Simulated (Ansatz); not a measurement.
**MgPbS3 (model cell, started as cubic perovskite with Pb in the octahedra): a soft mode frozen in**

Aim: this structure of MgPbS3 (model cell, started as cubic perovskite with Pb in the octahedra) is to be tested for unstable modes, and one is followed downhill.

Calculated with Ansatz 0.2.0; DFT PBEsol, scalar-relativistic, plane waves, PAW; PAW set soft_1.

The structure was built from a prototype and need not be the compound's stable phase.

### 1. Starting point

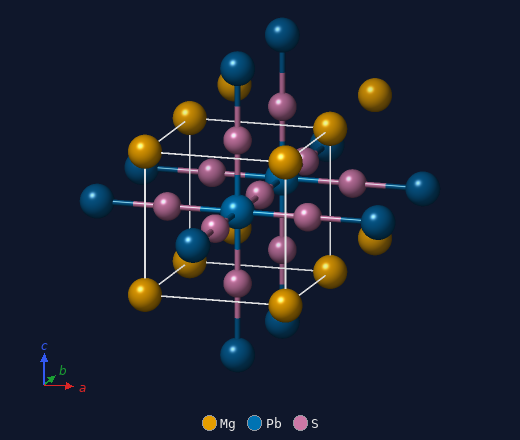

The cell as given, slightly off an axis (magnesium orange, lead blue, sulfur pink). 1×2×1 cells are drawn. Some periodic images of atoms are drawn too.

### 2. The dispersion

The cell comes from relaxations at this level that are not shown. Stability and thermal properties need the whole zone. Linear response on a 2×2×2 q mesh gives force constants as far as a supercell of that size would.

input.yaml

```yaml
crystal:
  lattice:
    - [5.0694638885, 0.0, 0.0]
    - [0.0, 5.0694638885, 0.0]
    - [0.0, 0.0, 5.0694638885]
  atoms:
    - { symbol: Mg, position: [0.0, 0.0, 0.0] }
    - { symbol: Pb, position: [0.5, 0.5, 0.5] }
    - { symbol: S, position: [0.5, 0.5, 0.0] }
    - { symbol: S, position: [0.5, 0.0, 0.5] }
    - { symbol: S, position: [0.0, 0.5, 0.5] }
kpoints:
  mp_grid: { grid: [8, 8, 8] }
hamiltonian:
  xc: pbesol
  pseudopotentials: { kind: paw, azcp: { folder: soft_1 }, xc_functional: pbe }
scf:
  occupations: { method: methfessel_paxton, width: 0.2 }
output:
  eigenvalues: true
phonons:
  method: dfpt
  qmesh: [2, 2, 2]
  temperatures: { t_max: 1000, t_step: 50 }
  qpath:
    path:
      - [[0.0, 0.0, 0.0], [0.0, 0.5, 0.0], [0.5, 0.5, 0.0], [0.0, 0.0, 0.0], [0.5, 0.5, 0.5], [0.0, 0.5, 0.0]]
      - [[0.5, 0.5, 0.5], [0.5, 0.5, 0.0]]
    npoints: 10
```

On the command line:

```
ansatz run input.yaml --threads 8 --pin off --max-ram 16384MiB --backend cpu --events-out ev --progress --plain --runs-dir out
```

Numbers of over 12 decimals in the logs are rounded to 6 here.

The log of the run:

```text
Engine: ansatz 0.2.0, aarch64-unknown-linux-gnu
Pseudopotentials: kind: paw
Pseudopotential: Mg, paw, valence charge 10, recommended cutoff 420 eV (normal), soft_1/Mg.paw.azcp
Pseudopotential: Pb, paw, valence charge 14, recommended cutoff 420 eV (normal), soft_1/Pb.paw.azcp
Pseudopotential: S, paw, valence charge 6, recommended cutoff 420 eV (normal), soft_1/S.paw.azcp
Functional definition: PBEsol
  exchange = pbesol_x
  correlation = pbesol_c
Crystal: 5 atoms, lattice volume = 130.283 Å³
Basis set: ecut = 420 eV, 2517 PW (Γ), exchange–correlation on 72×72×72 points (8 copies of the dense FFT grid, shifted against one another)
Bands: 26, of which v1, the nominal top of the filled ones, is band 21 counted from 1 (20 counted from 0)
Symmetry: 48 space group operations
k-points: 35 of 512
Non-local potential: Mg, projectors of the file, l = 0: 3, l = 1: 2, l = 2: 1
Non-local potential: Pb, projectors of the file, l = 0: 2, l = 1: 2, l = 2: 2, l = 3: 1
Non-local potential: S, projectors of the file, l = 0: 2, l = 1: 2, l = 2: 1
PAW form: soft (Blöchl's): semilocal exchange-correlation on the pseudo side does not see the compensation charge
PAW frozen core: Mg, regenerated for the run's functional, and the local potential with it (the file was generated under x = pbe(κ = 0.804, μ = 0.219515), c = pbe(β = 0.066725))
PAW frozen core: Pb, regenerated for the run's functional, and the local potential with it (the file was generated under x = pbe(κ = 0.804, μ = 0.219515), c = pbe(β = 0.066725))
PAW frozen core: S, regenerated for the run's functional, and the local potential with it (the file was generated under x = pbe(κ = 0.804, μ = 0.219515), c = pbe(β = 0.066725))
PAW one-centre angular grid: Mg, 110 points (default); XC on 64 Gauss nodes
PAW one-centre angular grid: Pb, 590 points (default); XC on 64 Gauss nodes
PAW one-centre angular grid: S, 110 points (default); XC on 64 Gauss nodes
Initial density: superposition of atomic densities (chi_scale 0.1, normalization cell, long waves kept (reshape's long-wave potential 0.01 eV rms))
Initial wavefunctions: pseudopotential atomic-orbital guess
Functional: x = pbesol(κ = 0.804, μ = 0.123457), c = pbesol(β = 0.046)
SCF iter   1: F=—  HF=-16323.170799 eV  |F-HF|=—  |Δ(HF+E_count)|=         —  Δρ=3.53e-2  dr2=2.12e0  ethr=3.10e-3  ⟨swp⟩=7.1  Hψ=4881  notcnv=0
preconditioner: auto → Kerker (q_TF=auto, 2.259 Å⁻¹)  [metal: Δε(μ)=0.014 eV  Ē_g=11.219 eV  σ=0.200 eV  W_gap=0.06  n_scr=26 (ndim 8)  ℏωp=19.0 eV  f_vac=0.000  D(μ)=3.49/eV (n_scr^D=26)]
SCF iter   2: F=—  HF=-16322.723724 eV  |F-HF|=—  |Δ(HF+E_count)|=   4.47e-1  S|Δr|=    0.00e0  Δρ=1.92e-2  dr2=6.02e-1  ethr=3.10e-3  ⟨swp⟩=3.3  Hψ=1989  notcnv=0  defer=10
SCF iter   3: F=—  HF=-16322.629833 eV  |F-HF|=—  |Δ(HF+E_count)|=   9.39e-2  S|Δr|=    0.00e0  Δρ=4.22e-3  dr2=4.25e-2  ethr=1.43e-3  ⟨swp⟩=2.3  Hψ=1415  notcnv=0  defer=10
SCF iter   4: F=—  HF=-16322.631406 eV  |F-HF|=—  |Δ(HF+E_count)|=   1.57e-3  S|Δr|=    0.00e0  Δρ=1.30e-3  dr2=5.75e-3  ethr=1.01e-4  ⟨swp⟩=2.7  Hψ=1679  notcnv=0  defer=9
SCF iter   5: F=—  HF=-16322.630603 eV  |F-HF|=—  |Δ(HF+E_count)|=   8.03e-4  S|Δr|=    0.00e0  Δρ=4.83e-4  dr2=7.71e-4  ethr=1.37e-5  ⟨swp⟩=1.5  Hψ=948  notcnv=0  defer=9
SCF iter   6: F=—  HF=-16322.630322 eV  |F-HF|=—  |Δ(HF+E_count)|=   2.81e-4  S|Δr|=    0.00e0  Δρ=1.85e-4  dr2=3.11e-5  ethr=1.83e-6  ⟨swp⟩=2.0  Hψ=1490  notcnv=0  defer=9
SCF iter   7: F=—  HF=-16322.630327 eV  |F-HF|=—  |Δ(HF+E_count)|=   4.45e-6  S|Δr|=    0.00e0  Δρ=3.65e-5  dr2=1.92e-6  ethr=7.39e-8  ⟨swp⟩=2.1  Hψ=1644  notcnv=0  defer=9
SCF iter   8: F=—  HF=-16322.630329 eV  |F-HF|=—  |Δ(HF+E_count)|=   1.93e-6  S|Δr|=    0.00e0  Δρ=1.34e-5  dr2=3.98e-7  ethr=4.57e-9  ⟨swp⟩=2.0  Hψ=1595  notcnv=0  defer=10
SCF iter   9: F=—  HF=-16322.630329 eV  |F-HF|=—  |Δ(HF+E_count)|=   1.81e-7  S|Δr|=    0.00e0  Δρ=3.99e-6  dr2=5.79e-8  ethr=9.49e-10  ⟨swp⟩=2.7  Hψ=1594  notcnv=0  defer=10
SCF iter  10: F=—  HF=-16322.630329 eV  |F-HF|=—  |Δ(HF+E_count)|=   1.90e-9  S|Δr|=    0.00e0  Δρ=1.43e-6  dr2=5.04e-9  ethr=1.38e-10  ⟨swp⟩=2.7  Hψ=1670  notcnv=0  defer=10
SCF iter  11: F=—  HF=-16322.630329 eV  |F-HF|=—  |Δ(HF+E_count)|=  3.27e-10  S|Δr|=    0.00e0  Δρ=3.30e-7  dr2=1.31e-10  ethr=1.20e-11  ⟨swp⟩=2.4  Hψ=1459  notcnv=0  defer=10
SCF iter  12: F=—  HF=-16322.630329 eV  |F-HF|=—  |Δ(HF+E_count)|=  5.82e-11  S|Δr|=    0.00e0  Δρ=9.82e-8  dr2=1.70e-11  ethr=1.00e-12  ⟨swp⟩=2.3  Hψ=1400  notcnv=0  defer=10
SCF iter  13: F=-16322.630329 eV  HF=-16322.630329 eV  |F-HF|=1.82e-12  |Δ(HF+E_count)|=  5.46e-12  S|Δr|=    0.00e0  Δρ=2.68e-8  dr2=1.05e-12  ethr=1.00e-12  ⟨swp⟩=10.3  Hψ=4931  notcnv=0
SCF 1 converged in 13 iterations: F = -16322.630329 eV  dr2 = 1.05e-12
  greatest PAW one-centre occupation: 1.000 electrons in one spin orbital (limit 2), on the Mg atom at site 0 (counted from 0), in its partial waves of l = 0
Initial density: read from a saved state, or passed on in memory by an earlier SCF of this step, an earlier step, the calling program or the single point that the run made first
iter 1 solved again at ethr=3.21e-8 eV; its pass at ethr=3.10e-3 eV (dr2=1.35e-5 eV) is discarded
SCF iter   1: F=—  HF=-16322.630328 eV  |F-HF|=—  |Δ(HF+E_count)|=         —  Δρ=4.98e-7  dr2=3.29e-10  ethr=3.21e-8  ⟨swp⟩=4.9  Hψ=8075  notcnv=0
eigensolver tolerance schedule: the retry pair's looser diagonalisation over-reported the residual by 40913.10 of it (diagonalisation noise at 0.73 of the residual, at the tolerance the schedule requests for it); recorded, not acted on — ethr = c·dr2/N_el stays at c = 1.0e-1
preconditioner: auto → Kerker (q_TF=auto, 2.259 Å⁻¹)  [metal: Δε(μ)=0.016 eV  Ē_g=11.499 eV  σ=0.200 eV  W_gap=0.07  n_scr=26 (ndim 8)  ℏωp=19.0 eV  f_vac=0.000  D(μ)=3.14/eV (n_scr^D=18)]
SCF iter   2: F=—  HF=-16322.630329 eV  |F-HF|=—  |Δ(HF+E_count)|=   9.11e-7  S|Δr|=    0.00e0  Δρ=2.39e-7  dr2=6.11e-11  ethr=1.00e-12  ⟨swp⟩=5.1  Hψ=2856  notcnv=0
SCF iter   3: F=—  HF=-16322.630329 eV  |F-HF|=—  |Δ(HF+E_count)|=  1.82e-11  S|Δr|=    0.00e0  Δρ=1.54e-7  dr2=2.73e-11  ethr=1.00e-12  ⟨swp⟩=1.0  Hψ=910  notcnv=0
SCF iter   4: F=—  HF=-16322.630329 eV  |F-HF|=—  |Δ(HF+E_count)|=    0.00e0  S|Δr|=    0.00e0  Δρ=8.86e-8  dr2=1.03e-11  ethr=1.00e-12  ⟨swp⟩=1.0  Hψ=910  notcnv=0
SCF iter   5: F=-16322.630329 eV  HF=-16322.630329 eV  |F-HF|=1.82e-12  |Δ(HF+E_count)|=  1.82e-12  S|Δr|=    0.00e0  Δρ=5.84e-8  dr2=4.67e-12  ethr=1.00e-12  ⟨swp⟩=5.4  Hψ=2671  notcnv=0
SCF 2 converged in 5 iterations: F = -16322.630329 eV  dr2 = 4.67e-12
phonons: the bands overlap, so this run is a metal and interpolates without the dipole-dipole term. If the crystal is really an insulator or semiconductor, its LO-TO splitting is missing
NSCF: frozen V_eff on 35 k-points
NSCF: frozen V_eff on 125 k-points
DFPT response loops at q = (0, 0, 0) (fractional): preconditioner auto → Kerker (q_TF=auto, 2.259 Å⁻¹) (partly filled bands, converged f_vac=0.000); β = 1.00, the filter's whole step (`scf.mixing.beta` (0.50) is not read by the response loops under this deck's `scf.mixing.preconditioner`; to damp them name `kerker` or `kerker_dos`, under which they read `scf.mixing.beta`, and type it under 1.00, their step now; both keys bind the ground state too); Broyden in place of MSR1
NSCF: frozen V_eff on 250 k-points
DFPT response loops at q = (0, 0, -0.5) (fractional): mixed as the last ones told, above
NSCF: frozen V_eff on 250 k-points
DFPT response loops at q = (0, -0.5, -0.5) (fractional): mixed as the last ones told, above
NSCF: frozen V_eff on 250 k-points
DFPT response loops at q = (-0.5, -0.5, -0.5) (fractional): mixed as the last ones told, above
SCF converged after 13 iterations
Stability not checked: this state was not tested for a lower state beside it, because cold or Methfessel-Paxton smearing, or corrected tetrahedra, fill the levels in a way that the test cannot read (fill_not_monotonic; see scf.lower_state_search)
Free energy (F): -16322.630329 eV
Harris-Foulkes:  -16322.630329 eV  (|F-HF|=1.82e-12)
Internal energy: -16322.625266 eV  (E = F + TS)
E sigma→0 (E₀):  -16322.629063 eV
Entropy (-TS):   -0.005063 eV (-1.013 meV/atom)
Fermi energy:    5.085758 eV
--- Per-component energies (eV) ---
  E_band       = -492.703096
  E_kinetic    = 678.163495
  E_local      = -3613.942748  (includes V_loc(G=0)·N_el)
  E_nonlocal   = 611.797421
  E_hartree    = 1301.019990
  E_xc         = -488.798525
  E_vxc        = -412.903264  (∫ρ·V_xc dr)
  E_paw        = -12319.098392  (= ΣΔE_a)
  E_vpaw       = -357.857775  (= ΣTr[D̂ρ^β])
  E_aug_tail   = -0.000161  (compensation charges beyond the density's cutoff)
  E_ewald      = -2492.073227
  E_core_change = 0.306881  (= ΣΔE_core)
  E_smearing   = -0.005063  (= −TS)
  E_closure    = -0.000000  (closes the sum)
  Σ components = -16322.630329   (vs F -16322.630329, Δ=0.00e0)
--- Band table (eV; the first three rows and the last of 35) ---
  k-point 0: bands = [... 17 lower, 4.1802, 4.1802, 4.2280, 4.2280, 4.2280, 4.8393, 10.5057, 10.5057, ... 1 higher]
  k-point 1: bands = [... 17 lower, 4.1139, 4.1139, 4.1605, 4.2186, 4.2186, 5.3948, 10.1691, 10.7226, ... 1 higher]
  k-point 2: bands = [... 17 lower, 3.9096, 3.9096, 4.0080, 4.2407, 4.2407, 6.2272, 9.4148, 10.3838, ... 1 higher]
  k-point 34: bands = [... 17 lower, 4.7321, 4.7768, 5.3349, 5.3349, 5.3349, 8.2922, 8.2922, 8.2922, ... 1 higher]
--- Phonons (Γ-DFPT): 4 representative perturbations + reference (Σ response iterations 12) ---
  ASR residual: 3.217e-5 → 0.000e0 eV/Å²; symmetrization residual: 9.680e-6 eV/Å²
  ASR residual per site (eV/Å²): 3.22e-5 1.08e-5 9.78e-6 9.78e-6 9.78e-6
  Γ frequencies (cm⁻¹): -199.19 -199.19 -199.19 -191.12 -191.12 -191.12 0.00 0.00 0.00 2.76 2.76 2.76 358.15 358.15 358.15
--- Phonons (arbitrary-q DFPT): 4 irreducible q on the 2×2×2 mesh ---
  q = [0.0000, 0.0000, 0.0000] (star 1, of the zone-centre solve; hermiticity 1.43e-6, symmetrization 9.70e-13): -199.19 -199.19 -199.19 -191.12 -191.12 -191.12 -0.00 0.00 0.00 2.76 2.76 2.76 358.15 358.15 358.15
  q = [0.0000, 0.0000, -0.5000] (star 3, 9 solved perturbations in 975 linear systems a pass and spin channel, the states on 125 of 512 k-point pairs; hermiticity 1.04e-6, symmetrization 1.39e-12): -201.20 -191.36 -191.36 -137.70 -137.70 -131.26 -122.15 -68.91 -68.91 28.14 28.14 132.50 329.63 359.68 359.68
  q = [0.0000, -0.5000, -0.5000] (star 3, 9 solved perturbations in 975 linear systems a pass and spin channel, the states on 125 of 512 k-point pairs; hermiticity 1.21e-6, symmetrization 9.87e-13): -204.37 -204.37 -185.56 -141.77 -137.31 -137.31 -60.69 -45.86 -45.86 40.93 133.81 133.81 312.08 348.88 360.80
  q = [-0.5000, -0.5000, -0.5000] (star 1, 4 solved perturbations in 350 linear systems a pass and spin channel, the states on 125 of 512 k-point pairs; hermiticity 6.63e-7, symmetrization 1.70e-12): -200.14 -200.14 -200.14 -190.90 -190.90 -190.90 100.75 100.75 100.75 134.28 134.28 134.28 310.84 310.84 374.23
  sum rule: each row above includes the acoustic sum rule's correction from the zone centre's row sums; it moved no ω² by more than (0.60 cm⁻¹)²
  mesh force constants: q→R imaginary residual 4.60e-18; ASR residual 3.217e-5 → 0.000e0 eV/Å²; symmetrization residual 1.243e-14 eV/Å²
  interpolated dispersion: 62 rows × 15 modes
  density of states and harmonic sums: on the 12×12×12 q-mesh, interpolated from the force constants of a 2×2×2 supercell (no non-analytic term)
  largest difference from the sums on the solved wave vectors: F 1.46e-2 eV, S 7.12e-5 and C_V 4.42e-5 eV/K
  zero-point energy: 0.083720 eV/cell   skipped modes (ω ≤ 0): 679, of them read as no rigid motion or as one in doubt: 676 (8.112e0 modes/cell left out, lowest -204.37 cm⁻¹)   left out of the sums: 5.41e-1 of the cell's modes: C_V's classical limit lies that fraction below 3 k_B per atom; for a crystal, a wire or a layer, F and S can be off by more, and a phonons.interpolated_qmesh denser along its periods is the remedy for the sampling
```

Wall time 2.2 min (8 threads of Arm Neoverse V1, shared host); peak memory 1.4 GiB.

Numbers from this step:

| Item | Value |
| --- | --- |
| volume per atom | 26.06 Å³ |
| gap on the k-mesh | 0 eV |
| sum-rule residual before enforcement | 3.22e-5 eV/Å² |
| lowest frequency on the path | -204.4 cm⁻¹ |
| point group | m-3m |
| highest frequency on the path or at a solved wavevector | 374.2 cm⁻¹ |
| highest optical mode at the zone centre (no LO-TO term) | 358.1 cm⁻¹ |
| lowest optical zone-centre mode | -199.2 cm⁻¹ |
| lowest mode on the q mesh (acoustic modes at Γ apart) | -204.4 cm⁻¹ |

Frequencies (cm⁻¹) solved at each irreducible wavevector; negative means imaginary. Frequencies by wavevector, by row:

```tsv
q in reciprocal lattice units	star	mode 1	mode 2	mode 3	mode 4	mode 13	mode 14	mode 15
0 0 0	1	-199.2	-199.2	-199.2	-191.1	358.1	358.1	358.1
0 0 -0.5	3	-201.2	-191.4	-191.4	-137.7	329.6	359.7	359.7
0 -0.5 -0.5	3	-204.4	-204.4	-185.6	-141.8	312.1	348.9	360.8
-0.5 -0.5 -0.5	1	-200.1	-200.1	-200.1	-190.9	310.8	310.8	374.2
```

Interpolated from a 2×2×2 q mesh. The phonon branches at the labelled points (cm⁻¹):

```tsv
point	branch 1	branch 2	branch 3	branch 4	branch 12	branch 13	branch 14	branch 15
Γ	-199	-199	-199	-191	3	358	358	358
X	-201	-191	-191	-138	132	330	360	360
M	-204	-204	-186	-142	134	312	349	361
Γ	-199	-199	-199	-191	3	358	358	358
R	-200	-200	-200	-191	134	311	311	374
X	-201	-191	-191	-138	132	330	360	360
jump to R	-200	-200	-200	-191	134	311	311	374
M	-204	-204	-186	-142	134	312	349	361
```

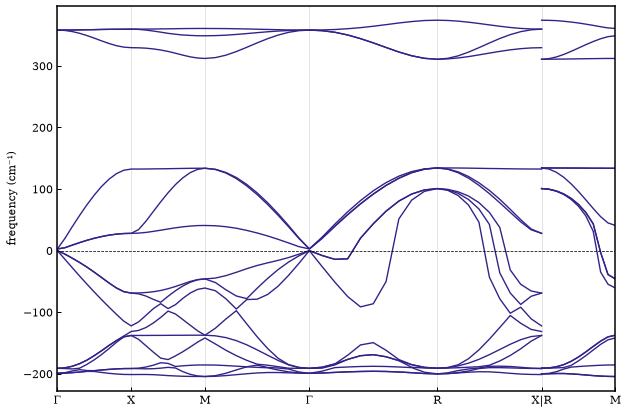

Phonon branches along the path.

Symmetry leaves 4 wavevectors to solve. The lowest mode among them, the acoustic zeros apart, lies at q = (0, -0.5, -0.5) and is imaginary, 204.4i cm⁻¹, so the energy falls along it.

### 3. The mode frozen in, largest atomic shift 0 Å

The mode followed lies at q = (0, -0.5, -0.5) with frequency 204.4i cm⁻¹ and is 2-fold degenerate, the softest among the wavevectors solved. At small amplitude the distorted cell has space group no. 51 by a symmetry search on the positions. The undistorted cell that holds it gives the zero of energy on the same k mesh.

System of this step: MgPbS3 (model cell, started as cubic perovskite with Pb in the octahedra). It takes space group Pm-3m (No. 221, cubic). Conventional cell: a = 5.069 Å, b = 5.069 Å, c = 5.069 Å, α = 90.00°, β = 90.00°, γ = 90.00°. Nearest to Mg lie 12 S at 3.58 Å. Nearest to Pb lie 6 S at 2.53 Å. Nearest to S lie 2 Pb at 2.53 Å. Nearest to S lie 2 Pb at 2.53 Å. Farther neighbours and most contacts between anions are not listed.

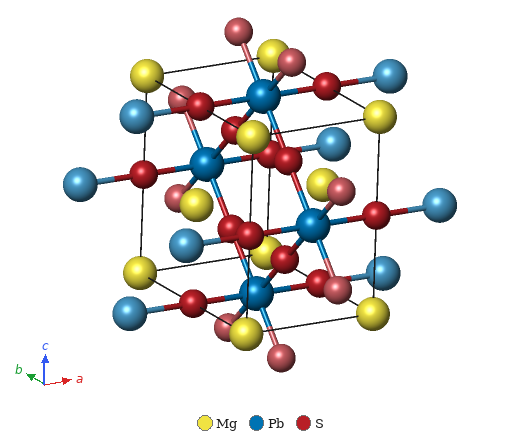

The cell of this step (magnesium yellow, lead blue, sulfur red). Some periodic images of atoms are drawn too.

input.yaml

```yaml
crystal:
  lattice:
    - [-5.0694638885, 0.0, 0.0]
    - [0.0, -5.0694638885, -5.0694638885]
    - [0.0, -5.0694638885, 5.0694638885]
  atoms:
    - { symbol: Mg, position: [1.0, 0.5, 0.5] }
    - { symbol: Mg, position: [1.0, 0.0, 0.0] }
    - { symbol: Pb, position: [0.5, 0.0, 0.5] }
    - { symbol: Pb, position: [0.5, 0.5, 0.0] }
    - { symbol: S, position: [0.5, 0.25, 0.25] }
    - { symbol: S, position: [0.5, 0.75, 0.75] }
    - { symbol: S, position: [0.5, 0.75, 0.25] }
    - { symbol: S, position: [0.5, 0.25, 0.75] }
    - { symbol: S, position: [1.0, 0.0, 0.5] }
    - { symbol: S, position: [1.0, 0.5, 0.0] }
kpoints:
  mp_grid: { grid: [8, 6, 6] }
hamiltonian:
  xc: pbesol
  pseudopotentials: { kind: paw, azcp: { folder: soft_1 }, xc_functional: pbe }
scf:
  occupations: { method: methfessel_paxton, width: 0.2 }
output:
  forces: true
  stress: true
  eigenvalues: true
```

The log of the run:

```text
[...]
Crystal: 10 atoms, lattice volume = 260.565 Å³
Basis set: ecut = 420 eV, 5061 PW (Γ), exchange–correlation on 72×96×96 points (8 copies of the dense FFT grid, shifted against one another)
Bands: 52, of which v1, the nominal top of the filled ones, is band 42 counted from 1 (41 counted from 0)
Symmetry: 32 space group operations
[...]
k-points: 50 of 288
[...]
k-point 0: bands = [... 38 lower, 4.2132, 4.2132, 4.2196, 4.7193, 4.8377, 5.2978, 6.5766, 8.0469, ... 6 higher]
  k-point 1: bands = [... 38 lower, 4.1480, 4.1822, 4.2610, 4.4591, 5.1760, 5.3356, 6.5008, 7.1896, ... 6 higher]
  k-point 2: bands = [... 38 lower, 4.0776, 4.0844, 4.0967, 4.4184, 4.9307, 5.5326, 6.0737, 6.9469, ... 6 higher]
  k-point 49: bands = [... 38 lower, 4.7048, 4.7048, 5.2851, 5.2851, 6.5739, 6.5739, 8.0400, 8.0400, ... 6 higher]
[key lines of the parts left out:]
SCF converged after 9 iterations
Free energy (F): -32645.253907 eV
Fermi energy:    5.038488 eV
P = ⅓ Tr σ = 0.1149 GPa (1.149 kbar)
```

Elapsed: 6.1 s, on 8 threads; peak memory 1.1 GiB; 45 s of CPU time.

This step gave:

| Quantity | Value |
| --- | --- |
| pressure | 0.1149 GPa |
| energy from the undistorted cell | 0 meV/atom |

The run ends at a pressure of 0.11 GPa.

### 4. The mode frozen in, largest atomic shift 0.6 Å

The atoms are moved along the unstable eigenvector, the largest shift by 0.6 Å, with the cell fixed.

input.yaml, the sections that differ from step 3:

```yaml
crystal:
  lattice:
    - [-5.0694638885, 0.0, 0.0]
    - [0.0, -5.0694638885, -5.0694638885]
    - [0.0, -5.0694638885, 5.0694638885]
  atoms:
    - { symbol: Mg, position: [1.0, 0.5836901254, 0.5] }
    - { symbol: Mg, position: [1.0, -0.0836901254, 0.0] }
    - { symbol: Pb, position: [0.5, 0.003057311, 0.5] }
    - { symbol: Pb, position: [0.5, 0.496942689, 0.0] }
    - { symbol: S, position: [0.5, 0.25, 0.25] }
    - { symbol: S, position: [0.5, 0.75, 0.75] }
    - { symbol: S, position: [0.5, 0.75, 0.25] }
    - { symbol: S, position: [0.5, 0.25, 0.75] }
    - { symbol: S, position: [1.0, -0.07977082, 0.5] }
    - { symbol: S, position: [1.0, 0.57977082, 0.0] }
# kpoints, hamiltonian, scf, output: as in step 3
```

The log of the run:

```text
[...]
Crystal: 10 atoms, lattice volume = 260.565 Å³
Basis set: ecut = 420 eV, 5061 PW (Γ), exchange–correlation on 72×96×96 points (8 copies of the dense FFT grid, shifted against one another)
Bands: 52, of which v1, the nominal top of the filled ones, is band 42 counted from 1 (41 counted from 0)
Symmetry: 8 space group operations
[...]
k-points: 80 of 288
[...]
k-point 0: bands = [... 38 lower, 4.3052, 4.3607, 4.4658, 4.8638, 5.3565, 5.4056, 7.1722, 8.2908, ... 6 higher]
  k-point 1: bands = [... 38 lower, 4.3181, 4.3580, 4.4107, 4.6041, 5.2261, 5.7519, 7.1573, 7.2043, ... 6 higher]
  k-point 2: bands = [... 38 lower, 4.2134, 4.2661, 4.4799, 4.5101, 4.9991, 5.9623, 6.3705, 7.1474, ... 6 higher]
  k-point 79: bands = [... 38 lower, 4.5289, 4.5289, 4.9871, 4.9871, 6.8799, 6.8799, 7.1943, 7.1943, ... 6 higher]
[key lines of the parts left out:]
SCF converged after 9 iterations
Free energy (F): -32646.923770 eV
Fermi energy:    5.110798 eV
P = ⅓ Tr σ = 1.6764 GPa (16.764 kbar)
```

Elapsed: 11 s, on 8 threads; peak memory 1.3 GiB.

This step gave:

```yaml
pressure: 1.676 GPa
energy_from_the_undistorted_cell: -166.7 meV/atom
```

The energy, extrapolated to zero smearing, is -166.75 meV/atom against the undistorted cell.

The run ends at a pressure of 1.68 GPa, with forces up to 0.40 eV/Å.

[end of part 1 of 3]

[Logs are printed without paths, hosts, clocks, repeated set-up lines and the standing remarks that a program may print on its own settings, such as how far it seeks lower states.]

[Hosts, paths, dates, database ids (printed as entryN), source tags and the programs' standing remarks are cut or masked in the printed files.]
